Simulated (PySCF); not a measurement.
# SF2: frequency calculation

System: SF2.
Method: RKS-based PBE0, S def2-TZVP, F def2-TZVP; non-relativistic Hamiltonian; density fitting (PySCF 2.14.0).

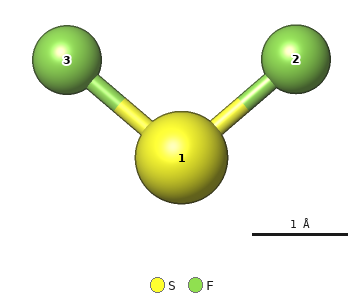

*The structure as given in the input (ball-and-stick view, seen on its broad side; atoms are numbered from 1 in the order of the input).*

## Input
```python
from pyscf import gto, scf, dft
mol = gto.M(atom='''
S     -0.555839     0.091568     0.000000
F      0.467600    -0.077031     1.205622
F      0.467600    -0.077031    -1.205622''',
    basis={'S': 'def2-TZVP', 'F': 'def2-TZVP'},
    charge=0, spin=0)
mf = dft.RKS(mol, xc='PBE0')
mf.grids.atom_grid = (75, 302)
aux = {'S': 'def2-universal-JKFIT', 'F': 'def2-universal-JKFIT'}
mf = mf.density_fit(auxbasis=aux)
mf.conv_tol = 1e-09
mf.diis_space = 10
mf.max_cycle = 60
mf.verbose = 4
mf.kernel()
```

The script is an equivalent of the set-up of the self-consistent field. The run itself was carried out by a driver, which started from the orbitals of the step before it where there was one and computed the further properties.

Run on 2 threads of AMD EPYC (Zen 3), 64 GiB of memory available, shared host.

Run as:
```bash
OMP_NUM_THREADS=2 python axn.py task.json out
```

## Output
```
init E= -597.600953886722
  HOMO = -0.263824216620634  LUMO = -0.060905945149717  gap/eV = 5.52169
cycle= 1 E= -597.600953886721  delta_E= 1.36e-12  |g|= 4.09e-06  |ddm|= 3.69e-06
  HOMO = -0.263823891521575  LUMO = -0.0609055996845526  gap/eV = 5.52169
Extra cycle  E= -597.600953886718  delta_E= 2.73e-12  |g|= 6.91e-06  |ddm|= 5.25e-06
converged SCF energy = -597.600953886718
```

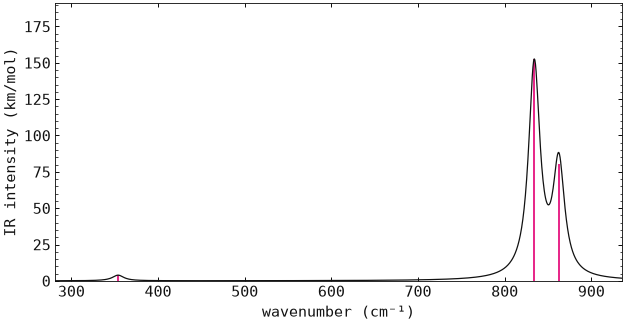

*Harmonic infrared spectrum, unscaled: sticks (degenerate modes added up, dark ones marked on the axis) with a Lorentzian envelope of 16 cm⁻¹ full width, scaled to the tallest stick.*

3 modes from 354 to 862 cm⁻¹, none imaginary. The strongest line is at 834 cm⁻¹ (153 km/mol). All modes, in cm⁻¹ (km/mol): 354 (4.0), 834 (153), 862 (80).

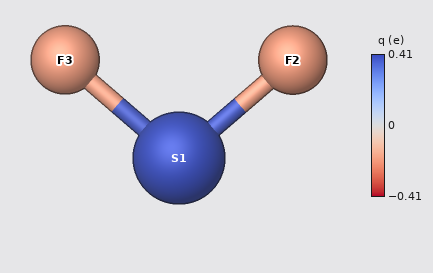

*Mulliken charges, as the colour of each atom (ball-and-stick view, seen on its broad side; atoms are numbered from 1 in the order of the input).*

By element: S +0.39 and F −0.19 e.

## Key numbers

| quantity | value |
| --- | --- |
| outcome | converged |
| total energy | −597.600954 hartree |
| HOMO | −7.18 eV |
| LUMO | −1.66 eV |
| zero-point energy | 0.004671 hartree |
| dipole moment | 1.07 D |
| wavenumbers, lowest and highest | 354 and 862 cm⁻¹ |
| wall time | 17 s (CPU time 34 s) |
| peak memory | 0.9 GiB |
